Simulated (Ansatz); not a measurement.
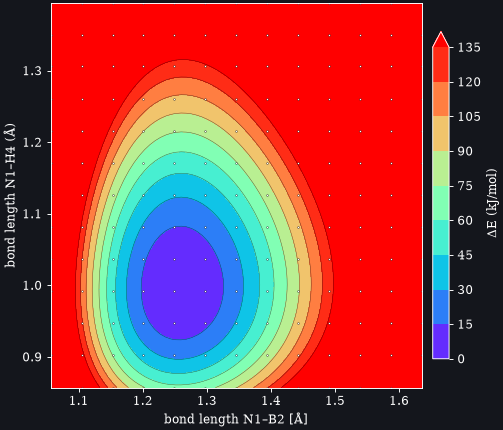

BH2MgN, SMILES N=[B][MgH]. First axis: bond length N1–B2. Second axis: bond length N1–H4. Nothing is relaxed (all other coordinates rigid). Grid: 13 × 13 points. Points are written as (first, second). Energies: kJ/mol, counted from the relaxed molecule at the same level. The restricted reference is unstable at some or all points, so the energies there are unreliable. All numbers below come from RHF-MP2, frozen core/def2-TZVP (Ansatz 0.2.0).

The picture shows filled contours, dots at the grid points, one colour for all values above the top of the scale. Between grid points the surface is interpolated.

> Estimate the position of the minimum and the force constants in these coordinates.

The interpolated minimum is at bond length N1–B2 ≈ 1.258 Å, bond length N1–H4 ≈ 0.997 Å. The curvatures there are about 76 eV/Å² and 50 eV/Å², with a cross term of about 0 eV/Å². Round the minimum the two coordinates are nearly uncoupled. (1 eV is 96.5 kJ/mol.)
